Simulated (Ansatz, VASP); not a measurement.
# CeO2 in two plane-wave programs

One calculation is typed for both programs; each brings its own data sets and cutoff. How far apart do they land?

Program: Ansatz 0.2.0. Level of theory: plane waves, with VASP 6.6.1 beside it; elastic constants at PBEsol. Results are calculated unless marked as measured.

**1. Starting point**

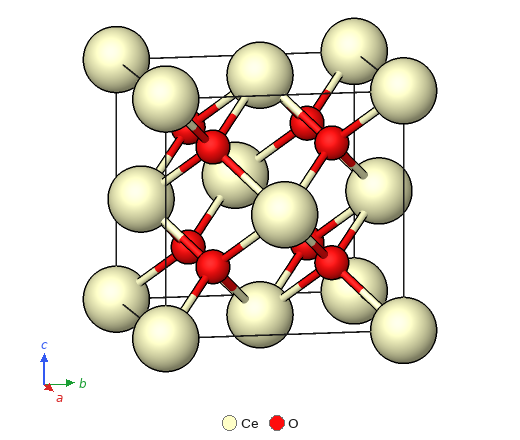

The starting structure, seen slightly off an axis (cerium light yellow, oxygen red). This picture shows the conventional cell, with its axes. Some periodic images of atoms are drawn too.

**2. Ansatz: elastic constants, PBEsol**

Ansatz runs on its default PAW (the set named soft_2) files.

Elastic constants are differences of stresses under small strains, so they test the stress and the mesh.

input.yaml

```yaml
crystal:
  lattice:
    - [0.0, 2.6989800391, 2.6989800391]
    - [2.6989800391, 0.0, 2.6989800391]
    - [2.6989800391, 2.6989800391, 0.0]
  atoms:
    - { symbol: Ce, position: [0.0, 0.0, 0.0] }
    - { symbol: O, position: [0.75, 0.75, 0.75] }
    - { symbol: O, position: [0.25, 0.25, 0.25] }
hamiltonian:
  xc: pbesol
  pseudopotentials: { kind: paw }
kpoints:
  mp_grid: { grid: [8, 8, 8] }
scf:
  occupations: { method: gaussian, width: 0.03 }
elastic:
  mode: relaxed_ion
  stencil: two_point
output:
  forces: true
  stress: true
```

Command:

```
$ ansatz run input.yaml --threads 4 --pin off --max-ram 9216MiB --backend cpu --events-out ev --progress --plain --runs-dir out
```

Numbers of over 12 decimals in the logs are rounded to 6 here.

Output:

```text
band count auto-derived: 22 (N_el = 24.0; filled up to band 12; 16 by the electrons, moments and atoms)
Engine: ansatz 0.2.0, aarch64-unknown-linux-gnu
Pseudopotentials: kind: paw
Pseudopotential: Ce, paw, valence charge 12, recommended cutoff 420 eV (normal), Ce.paw.azcp
Pseudopotential: O, paw, valence charge 6, recommended cutoff 420 eV (normal), O.paw.azcp
Functional definition: PBEsol
  exchange = pbesol_x
  correlation = pbesol_c
Crystal: 3 atoms, lattice volume = 39.321 Å³
Basis set: ecut = 420 eV, 749 PW (Γ), exchange–correlation on 54×54×54 points (8 copies of the dense FFT grid, shifted against one another)
Bands: 22, of which v1, the nominal top of the filled ones, is band 12 counted from 1 (11 counted from 0)
Symmetry: 48 space group operations
Space group: Fm-3m (ITA 225), of the structure as read, at distance tolerance 3.4e-5 Å
k-points: 29 of 512
Non-local potential: Ce, projectors of the file, l = 0: 3, l = 1: 2, l = 2: 2, l = 3: 3
Non-local potential: O, projectors of the file, l = 0: 2, l = 1: 2, l = 2: 1
PAW form: soft (Blöchl's): semilocal exchange-correlation on the pseudo side does not see the compensation charge
PAW frozen core: Ce, regenerated for the run's functional, and the local potential with it (the file was generated under x = pbe(κ = 0.804, μ = 0.219515), c = pbe(β = 0.066725))
PAW frozen core: O, regenerated for the run's functional, and the local potential with it (the file was generated under x = pbe(κ = 0.804, μ = 0.219515), c = pbe(β = 0.066725))
PAW one-centre angular grid: Ce, 590 points (default); XC on 64 Gauss nodes
PAW one-centre angular grid: O, 110 points (default); XC on 64 Gauss nodes
Initial density: superposition of atomic densities (neutral atoms: chi_scale 0, normalization atom), corrected by the library's trained network
Initial wavefunctions: pseudopotential atomic-orbital guess
Functional: x = pbesol(κ = 0.804, μ = 0.123457), c = pbesol(β = 0.046)
SCF iter   1: F=—  HF=-7611.946333 eV  |F-HF|=—  |Δ(HF+E_count)|=         —  Δρ=2.07e-2  dr2=1.57e-1  ethr=1.77e-3  ⟨swp⟩=6.0  Hψ=3108  notcnv=0
preconditioner: auto → none  [insulator: Δε(μ)=1.825 eV  Ē_g=11.746 eV  σ=0.030 eV  W_gap=1.00  n_scr=14 (ndim 8)  ℏωp=27.8 eV  f_vac=0.032  D(μ)=0.00/eV (n_scr^D=0)  ε∞_Penn≈6.6]
SCF iter   2: F=—  HF=-7612.057802 eV  |F-HF|=—  |Δ(HF+E_count)|=   1.11e-1  Δρ=4.48e-2  dr2=8.93e-1  ethr=6.56e-4  ⟨swp⟩=3.0  Hψ=1447  notcnv=0  defer=85  recentre
SCF iter   3: F=—  HF=-7611.925904 eV  |F-HF|=—  |Δ(HF+E_count)|=   1.32e-1  Δρ=4.54e-3  dr2=5.22e-3  ethr=6.56e-4  ⟨swp⟩=3.1  Hψ=1179  notcnv=0  defer=85
SCF iter   4: F=—  HF=-7611.925541 eV  |F-HF|=—  |Δ(HF+E_count)|=   3.63e-4  Δρ=3.22e-3  dr2=4.32e-3  ethr=2.18e-5  ⟨swp⟩=2.8  Hψ=1127  notcnv=0  defer=85
SCF iter   5: F=—  HF=-7611.927069 eV  |F-HF|=—  |Δ(HF+E_count)|=   1.53e-3  Δρ=5.65e-3  dr2=1.42e-2  ethr=1.80e-5  ⟨swp⟩=3.0  Hψ=1217  notcnv=0  defer=85  recentre
SCF iter   6: F=—  HF=-7611.925046 eV  |F-HF|=—  |Δ(HF+E_count)|=   2.02e-3  Δρ=1.08e-4  dr2=3.16e-6  ethr=1.80e-5  ⟨swp⟩=2.7  Hψ=1055  notcnv=0  defer=85
SCF iter   7: F=—  HF=-7611.925038 eV  |F-HF|=—  |Δ(HF+E_count)|=   8.60e-6  Δρ=8.47e-5  dr2=3.57e-6  ethr=1.32e-8  ⟨swp⟩=2.1  Hψ=877  notcnv=0  defer=85
SCF iter   8: F=—  HF=-7611.925038 eV  |F-HF|=—  |Δ(HF+E_count)|=   1.41e-7  Δρ=2.75e-5  dr2=3.41e-7  ethr=1.32e-8  ⟨swp⟩=1.0  Hψ=553  notcnv=0  defer=85
SCF iter   9: F=—  HF=-7611.925038 eV  |F-HF|=—  |Δ(HF+E_count)|=   6.90e-7  Δρ=7.27e-6  dr2=2.26e-8  ethr=1.42e-9  ⟨swp⟩=1.0  Hψ=635  notcnv=0  defer=85
SCF iter  10: F=—  HF=-7611.925038 eV  |F-HF|=—  |Δ(HF+E_count)|=   2.73e-9  Δρ=8.25e-7  dr2=2.57e-10  ethr=9.44e-11  ⟨swp⟩=1.1  Hψ=555  notcnv=0  defer=85
SCF iter  11: F=—  HF=-7611.925038 eV  |F-HF|=—  |Δ(HF+E_count)|=  1.27e-11  Δρ=7.18e-8  dr2=2.84e-12  ethr=1.07e-12  ⟨swp⟩=2.3  Hψ=789  notcnv=0  defer=85
SCF iter  12: F=—  HF=-7611.925038 eV  |F-HF|=—  |Δ(HF+E_count)|=  9.09e-13  Δρ=2.81e-8  dr2=3.63e-13  ethr=1.18e-14 (applied; sched 1.00e-12)  ⟨swp⟩=2.3  Hψ=812  notcnv=0  defer=85
SCF iter  13: F=-7611.925038 eV  HF=-7611.925038 eV  |F-HF|=1.82e-12  |Δ(HF+E_count)|=    0.00e0  Δρ=3.32e-9  dr2=1.29e-15  ethr=1.00e-12  ⟨swp⟩=8.1  Hψ=2453  notcnv=0
SCF 1 converged in 13 iterations: F = -7611.925038 eV  dr2 = 1.29e-15
  greatest PAW one-centre occupation: 0.988 electrons in one spin orbital (limit 2), on the Ce atom at site 0 (counted from 0), in its partial waves of l = 0
Crystal: 3 atoms, lattice volume = 39.243 Å³
Symmetry: 16 space group operations
k-points: 59 of 512
Initial density: handed on by an earlier stage of this run
Initial wavefunctions: those handed on with the density
iter 1 solved again at ethr=3.53e-7 eV; its pass at ethr=3.10e-3 eV (dr2=8.48e-5 eV) is discarded
SCF iter   1: F=—  HF=-7611.924904 eV  |F-HF|=—  |Δ(HF+E_count)|=         —  Δρ=5.19e-4  dr2=8.99e-5  ethr=3.53e-7  ⟨swp⟩=2.1  Hψ=6436  notcnv=0  defer=67
preconditioner: auto → none  [insulator: Δε(μ)=2.003 eV  Ē_g=11.860 eV  σ=0.030 eV  W_gap=1.00  n_scr=14 (ndim 8)  ℏωp=27.8 eV  f_vac=0.035  D(μ)=0.00/eV (n_scr^D=0)  ε∞_Penn≈6.5]
SCF iter   2: F=—  HF=-7611.924959 eV  |F-HF|=—  |Δ(HF+E_count)|=   5.43e-5  Δρ=1.25e-3  dr2=7.15e-4  ethr=3.53e-7  ⟨swp⟩=2.0  Hψ=2244  notcnv=0  defer=67
[...]
relax step   1: F+E_penalty+E_count = -7611.92502824 eV  Δ(F+E_penalty+E_count) = +0.000e0 eV  max|allowed force component| = 3.454e-3 eV/Å  Δτ_max = 0.0000 Å  (10 SCF iters, accepted)
[...]
relax step   2: F+E_penalty+E_count = -7611.92502931 eV  Δ(F+E_penalty+E_count) = -1.074e-6 eV  max|allowed force component| = 6.552e-8 eV/Å  Δτ_max = 0.0003 Å  (7 SCF iters, accepted)
iter 1 solved again at ethr=1.00e-12 eV; its pass at ethr=3.10e-3 eV (dr2=1.81e-10 eV) is discarded
SCF iter   1: F=—  HF=-7611.925049 eV  |F-HF|=—  |Δ(HF+E_count)|=         —  Δρ=8.84e-7  dr2=1.84e-10  ethr=1.00e-12  ⟨swp⟩=2.7  Hψ=10887  notcnv=0
SCF iter   2: F=—  HF=-7611.925029 eV  |F-HF|=—  |Δ(HF+E_count)|=   2.00e-5  Δρ=2.13e-6  dr2=1.94e-9  ethr=7.67e-13 (applied; sched 1.00e-12)  ⟨swp⟩=3.8  Hψ=4208  notcnv=0
SCF iter   3: F=—  HF=-7611.925029 eV  |F-HF|=—  |Δ(HF+E_count)|=  2.24e-10  Δρ=3.85e-7  dr2=2.88e-11  ethr=1.00e-12  ⟨swp⟩=2.3  Hψ=2945  notcnv=0
SCF iter   4: F=—  HF=-7611.925029 eV  |F-HF|=—  |Δ(HF+E_count)|=  1.82e-12  Δρ=3.01e-7  dr2=2.33e-11  ethr=1.20e-13 (applied; sched 1.00e-12)  ⟨swp⟩=1.0  Hψ=2090  notcnv=0
SCF iter   5: F=—  HF=-7611.925029 eV  |F-HF|=—  |Δ(HF+E_count)|=  9.09e-13  Δρ=1.91e-7  dr2=8.44e-12  ethr=9.71e-14 (applied; sched 1.00e-12)  ⟨swp⟩=1.0  Hψ=2090  notcnv=0
SCF iter   6: F=—  HF=-7611.925029 eV  |F-HF|=—  |Δ(HF+E_count)|=  9.09e-13  Δρ=1.22e-7  dr2=3.53e-12  ethr=3.52e-14 (applied; sched 1.00e-12)  ⟨swp⟩=1.0  Hψ=2090  notcnv=0
SCF iter   7: F=—  HF=-7611.925029 eV  |F-HF|=—  |Δ(HF+E_count)|=  9.09e-13  Δρ=6.08e-8  dr2=8.50e-13  ethr=1.47e-14 (applied; sched 1.00e-12)  ⟨swp⟩=1.0  Hψ=2090  notcnv=0
SCF iter   8: F=—  HF=-7611.925029 eV  |F-HF|=—  |Δ(HF+E_count)|=    0.00e0  Δρ=3.14e-8  dr2=2.31e-13  ethr=3.54e-15 (applied; sched 1.00e-12)  ⟨swp⟩=1.0  Hψ=2090  notcnv=0
SCF iter   9: F=-7611.925029 eV  HF=-7611.925029 eV  |F-HF|=9.09e-13  |Δ(HF+E_count)|=  1.82e-12  Δρ=1.35e-8  dr2=4.20e-14  ethr=1.00e-12  ⟨swp⟩=4.0  Hψ=5288  notcnv=0
SCF 10 converged in 9 iterations: F = -7611.925029 eV  dr2 = 4.20e-14
SCF converged after 13 iterations
Free energy (F): -7611.925038 eV
Harris-Foulkes:  -7611.925038 eV  (|F-HF|=1.82e-12)
Internal energy: -7611.925038 eV  (E = F + TS)
E sigma→0 (E₀):  -7611.925038 eV
Fermi energy:    12.179861 eV
--- Per-component energies (eV) ---
  E_band       = 30.637563
  E_kinetic    = 738.644716
  E_local      = -913.114319  (includes V_loc(G=0)·N_el)
  E_nonlocal   = 34.083843
  E_hartree    = 323.358248
  E_xc         = -376.276828
  E_vxc        = -445.385552  (∫ρ·V_xc dr)
  E_paw        = -5685.312128  (= ΣΔE_a)
  E_vpaw       = -30.312453  (= ΣTr[D̂ρ^β])
  E_aug_tail   = 0.004833  (compensation charges beyond the density's cutoff)
  E_ewald      = -1733.610275
  E_core_change = 0.296871  (= ΣΔE_core)
  E_smearing   = -0.000000  (= −TS)
  E_closure    = 0.000000  (closes the sum)
  Σ components = -7611.925038   (vs F -7611.925038, Δ=0.00e0)
--- Forces (eV/Å), atoms counted from 1 ---
  atom   1  Ce    -0.00000000     0.00000000    -0.00000000
  atom   2  O      0.00000000    -0.00000000     0.00000000
  atom   3  O     -0.00000000    -0.00000000    -0.00000000
  max |Σ_I F_I| component: 3.24e-17 eV/Å
--- Stress (GPa, compression-positive) ---
        0.006024       0.000000       0.000000
        0.000000       0.006024       0.000000
        0.000000       0.000000       0.006024
  P = ⅓ Tr σ = 0.0060 GPa (0.060 kbar)
--- Band table (eV; the first three rows and the last of 29) ---
  k-point 0: bands = [... 8 lower, 7.1996, 10.5396, 10.5396, 10.5396, 13.5098, 13.5098, 13.5098, 13.7884, ... 6 higher]
  k-point 1: bands = [... 8 lower, 7.6067, 10.3929, 10.4801, 10.4801, 13.4934, 13.4934, 13.5112, 13.8076, ... 6 higher]
  k-point 2: bands = [... 8 lower, 8.5632, 10.1362, 10.3723, 10.3723, 13.4420, 13.4420, 13.5148, 13.7037, ... 6 higher]
  k-point 28: bands = [... 8 lower, 10.0935, 10.0935, 10.4206, 10.4735, 13.2522, 13.3813, 13.3813, 13.6271, ... 6 higher]
--- Elastic constants: 2 strain directions × 2 members + reference (group order 48) ---
  dense FFT box of the reference and of every strained cell: 27×27×27
  strains applied: 11, 23; error gains: componentwise 1.00 (the most a stress slope's error grows in a printed constant), spectral 1.73 (1 for all six strains in a standard setting)
  C = ∂σ_k/∂η_j (tension-positive GPa; Voigt order 11 22 33 23 13 12):
       358.648    109.489    109.489     -0.000     -0.000      0.000
       109.489    358.648    109.489      0.000     -0.000     -0.000
       109.489    109.489    358.648     -0.000      0.000      0.000
         0.000     -0.000     -0.000     59.353      0.000     -0.000
        -0.000      0.000      0.000     -0.000     59.353     -0.000
         0.000     -0.000      0.000     -0.000     -0.000     59.353
  reference stress σ⁰ (GPa):     -0.006     -0.006     -0.006     -0.000     -0.000     -0.000
  C* (energy form; C + prestress term) asymmetry max|C*_kj − C*_jk| = 1.737e-17 GPa — a small one proves nothing (zero by symmetry where the batch's group is 432, −43m or m−3m); a large one is finite-difference/SCF noise where every solve meets its electron count
  moduli (Voigt/Reuss/Hill, GPa): K = 192.54/192.54/192.54   G = 85.44/75.08/80.26   E = 211.40   ν = 0.317
  mechanically stable: yes (min eigenvalue of sym C = 59.35 GPa)
  strain η (Voigt 11):  stress-route row diagonal C_11 = 358.65 GPa, energy-path curvature d²(F+E_count+ΔE)/dδ²/Ω₀ = 359.65 GPa
         δ    σ_11 (GPa)             F (eV)   n_scf  n_hpsi   n_pw
    -2.000e-3      -0.7261       -7611.9248751       9   22929    778   relax 0 steps, max|allowed force component| 1.11e-16 eV/Å
     2.000e-3       0.7085       -7611.9249313       7   20042    783   relax 0 steps, max|allowed force component| 1.11e-16 eV/Å
  strain η (Voigt 23):  stress-route row diagonal C_44 = 59.35 GPa, energy-path curvature d²(F+E_count+ΔE)/dδ²/Ω₀ = 61.13 GPa
         δ    σ_23 (GPa)             F (eV)   n_scf  n_hpsi   n_pw
    -2.000e-3      -0.1187       -7611.9250293       9   36733    781   relax 3 steps, max|allowed force component| 3.48e-8 eV/Å
     2.000e-3       0.1187       -7611.9250293       9   35446    781   relax 2 steps, max|allowed force component| 6.55e-8 eV/Å
```

Elapsed: 11 s, on 4 threads of Arm Neoverse V1, shared host; peak memory 0.42 GiB; 39 s of CPU time.

(Part 1 of 2 ends here.)

[Lines on the potential files, build, host, timing and source positions are cut from VASP's logs without a mark.]

[Logs are printed without paths, hosts, clocks, repeated set-up lines and the standing remarks that a program may print on its own settings, such as how far it seeks lower states.]

[Hosts, paths, dates, database ids (printed as entryN), source tags and the programs' standing remarks are cut or masked in the printed files.]
